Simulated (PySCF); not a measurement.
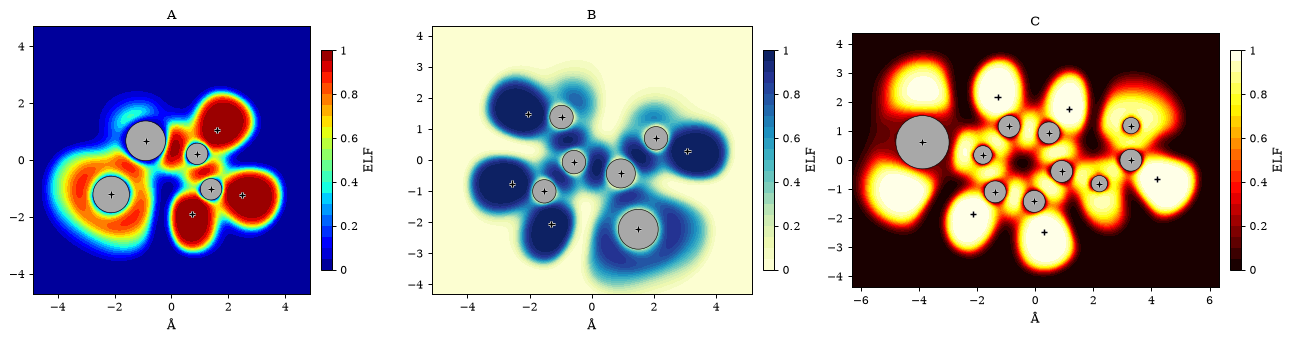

The ELF of 3 systems, each on a plane through atoms (crosses mark nuclei in the plane; grey discs cover the cores).

Method: PySCF 2.14.0, B3LYP/def2-SVPD, SCF density, gas phase.

System 1: C5H7BBrN (SMILES C=C(C)B(Br)CC#N), the plane of atoms Br5, B4 and C6. Geometry: GFN2-xTB.

| atom | x (Å) | y (Å) | z (Å) |
| --- | --- | --- | --- |
| C | 1.6568 | 1.4709 | -0.3739 |
| C | 0.7988 | 0.4692 | -0.1414 |
| C | 1.0178 | -0.8605 | -0.8145 |
| B | -0.4259 | 0.6433 | 0.7971 |
| Br | -0.7098 | 2.2537 | 1.7245 |
| C | -1.4853 | -0.5356 | 1.0139 |
| C | -2.1688 | -0.8337 | -0.2182 |
| N | -2.7058 | -1.0469 | -1.2049 |
| H | 2.5026 | 1.3560 | -1.0330 |
| H | 1.5455 | 2.4429 | 0.0794 |
| H | 0.1468 | -1.1300 | -1.4099 |
| H | 1.8885 | -0.8311 | -1.4643 |
| H | 1.1677 | -1.6422 | -0.0700 |
| H | -2.2457 | -0.2895 | 1.7618 |
| H | -0.9877 | -1.4586 | 1.3314 |

System 2: C6H8GaNO2 (SMILES O=COc1cc[n+]([GaH3-])cc1), the plane of atoms N7, C9 and H17. Geometry: PBE0-D3(BJ)/def2-SVP.

```yaml
atoms:
  - { symbol: O, position_ang: [-3.7731, -0.9984, 0.1016] }
  - { symbol: C, position_ang: [-3.7147, 0.0779, -0.4026] }
  - { symbol: O, position_ang: [-2.5994, 0.8062, -0.6362] }
  - { symbol: C, position_ang: [-1.3274, 0.4272, -0.3207] }
  - { symbol: C, position_ang: [-0.9542, -0.7722, 0.2906] }
  - { symbol: C, position_ang: [0.4004, -0.9737, 0.5294] }
  - { symbol: N, position_ang: [1.3420, -0.0872, 0.2027] }
  - { symbol: Ga, position_ang: [3.3973, -0.5130, 0.5442] }
  - { symbol: C, position_ang: [0.9781, 1.0615, -0.3777] }
  - { symbol: C, position_ang: [-0.3436, 1.3596, -0.6586] }
  - { symbol: H, position_ang: [-4.5786, 0.6675, -0.7673] }
  - { symbol: H, position_ang: [-1.6873, -1.5228, 0.5729] }
  - { symbol: H, position_ang: [0.7502, -1.8910, 1.0108] }
  - { symbol: H, position_ang: [3.7444, -1.2750, -0.8004] }
  - { symbol: H, position_ang: [3.9111, 0.9804, 0.6820] }
  - { symbol: H, position_ang: [3.2385, -1.3904, 1.8538] }
  - { symbol: H, position_ang: [1.7852, 1.7595, -0.6151] }
  - { symbol: H, position_ang: [-0.6252, 2.3008, -1.1315] }
```

System 3: C6H9BrSi (SMILES C=C[Si](Br)(C=C)C=C), the plane of atoms Si1, C12 and C13. Geometry: PBE0-D3(BJ)/def2-SVP.

```xyz
17

Si   -0.0244   -0.0537   -0.0303
C    -0.2989    0.0217    1.8150
C    -1.0233   -0.8358    2.5402
H     0.1857    0.8600    2.3372
H    -1.5297   -1.6910    2.0791
H    -1.1404   -0.7223    3.6236
C     1.8030   -0.1802   -0.3907
C     2.4050   -1.1975   -1.0144
H     2.4258    0.6588   -0.0477
H     1.8378   -2.0620   -1.3771
H     3.4862   -1.2121   -1.1883
C    -0.7499    1.4611   -0.8449
C    -1.7299    1.4647   -1.7531
H    -0.3255    2.4275   -0.5359
H    -2.1925    0.5336   -2.0990
H    -2.1128    2.3940   -2.1887
Br   -1.0446   -1.8674   -0.8648
```

### Match each panel to its system.

Panel A is system 3, C6H9BrSi: the plane holds Si, C, H and Br. C–C (1.34 Å): the ELF peaks at about 0.95 between the atoms (a multiple bond). Panel B is system 1, C5H7BBrN: the plane holds C, B, Br and H. C–C (1.34 Å): the ELF peaks at about 0.95 between the atoms: a multiple bond. Panel C is system 2, C6H8GaNO2: the plane holds O, C, N, Ga and H. C–O (1.19 Å): the ELF peaks at about 0.85 between the atoms (a multiple bond).
